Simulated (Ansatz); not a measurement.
## Electronic structure of BH7O2Si in real space

Input

```
crystal:
  periodic: [false, false, false]
  atoms:
    - {symbol: B, position_ang: [-0.072847, 0.920455, -0.798133]}
    - {symbol: O, position_ang: [1.470294, 0.990788, -0.796071]}
    - {symbol: H, position_ang: [-0.484494, 0.182811, -1.655989]}
    - {symbol: H, position_ang: [-0.588380, 2.000221, -0.683363]}
    - {symbol: H, position_ang: [1.115326, 0.424566, 0.257730]}
    - {symbol: O, position_ang: [0.001078, 0.175440, 0.592791]}
    - {symbol: Si, position_ang: [-0.664637, -1.327935, 0.866483]}
    - {symbol: H, position_ang: [1.784603, 1.888289, -0.658535]}
    - {symbol: H, position_ang: [-0.240591, -1.750225, 2.222908]}
    - {symbol: H, position_ang: [-0.181640, -2.300443, -0.144793]}
    - {symbol: H, position_ang: [-2.138711, -1.204065, 0.796872]}
basis:
  gaussian: {orbitals: def2-TZVPP}
hamiltonian: {xc: pbe0, dispersion: d4}
output: {orbitals: {seedname: orbitals}}
```

Command:

```sh
ansatz run in.yaml --threads 4 --pin off --events-out ev --progress --plain --max-ram 9574MiB
```

A transition-state structure; geometry: PBE0-D4/def2-TZVP.

Theory: Ansatz 0.2.0, RKS PBE0-D4/def2-TZVPP.

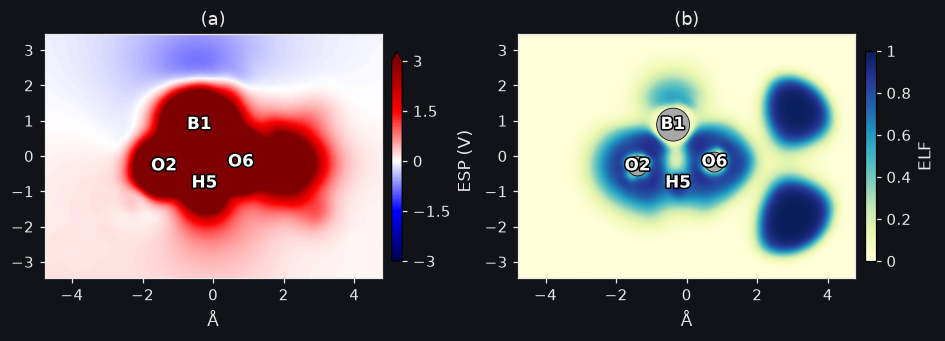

Figure 1. (a) electrostatic potential; (b) ELF on the plane of atoms B1, O6 and H5. Grey discs cover the atomic cores in the ELF map.

Q: What do the fields say about this system?

A:
- The section cuts through B, O and H sites.
- O2···H5 (1.25 Å): the ELF peaks at about 0.85 between the atoms.
- B–O (1.54 Å): the ELF peaks at about 0.90 between the atoms, as expected for a shared but strongly polarised pair.
- Outside the dense part of the molecule the potential is most negative (−0.8 V) near H3, which lies off the plane.

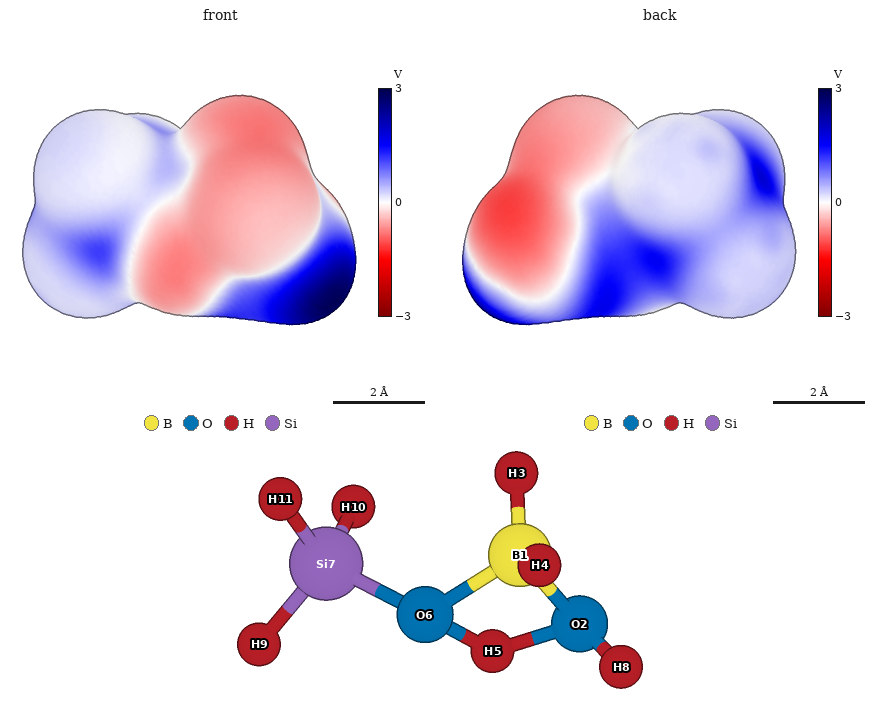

Figure 2. The electrostatic potential painted on the density surface at 0.002 e/bohr³, seen from the front and from behind; red is negative and blue positive. The bare structure is drawn below in the same view.

Q: Where is the surface potential most negative and most positive?

A: The most negative region (about −1.1 V) lies over O2, the most positive (about +2.8 V) over H8. O2 is the likeliest acceptor of a hydrogen bond.

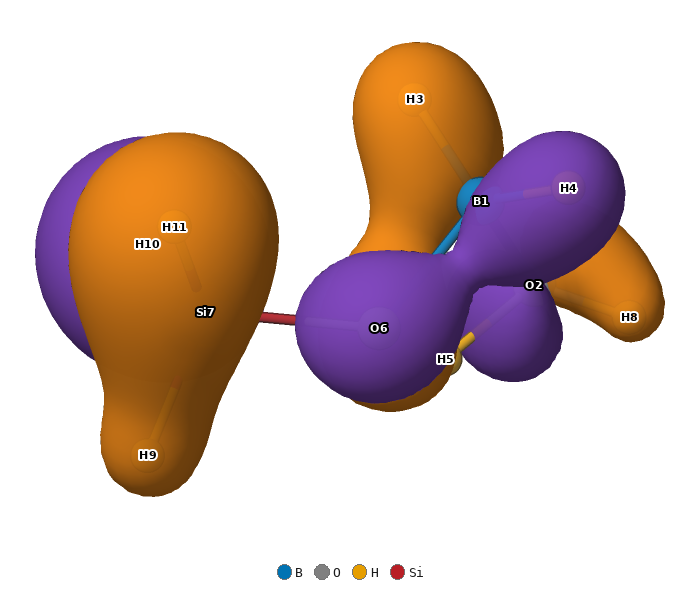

Figure 3. The HOMO−1 at ±0.1 Å⁻³ᐟ² (orange and purple are the two phases), seen at a tilt.

Q: Where does this orbital lie, and at what energy?

A: It lies mainly on Si7 (about 25 %), H10 (about 20 %), O6 (about 15 %), H11 (about 15 %), O2 (about 10 %) and B1 (about 5 %). Its energy is −9.45 eV.
